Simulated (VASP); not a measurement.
Band structure of CsBr (CsCl type). Level of theory: vdW-DF-cx, VASP's PBE PAW potentials (set 64) (plane waves; VASP).

Unless said otherwise, spin-orbit coupling is left out, though it shifts the bands of the heavy elements here.

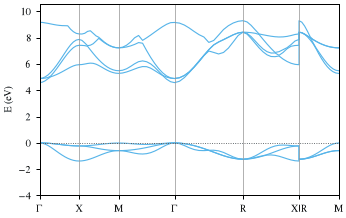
Bands along high-symmetry lines, zero at the valence-band maximum or, without a gap, the Fermi level

Q: Read the plot: is there a gap, and where are the band edges?

A: The gap is direct, 4.58 eV, from the valence maximum at Γ to the conduction minimum at Γ. (Edges off the drawn lines would not show.)

Measured: gap 7.30 eV (computed value off by -2.72 eV), as given by Aguado et al., (1998), arXiv:cond-mat/9809176.

The compound is CsBr in the CsCl type structure. It was relaxed first.
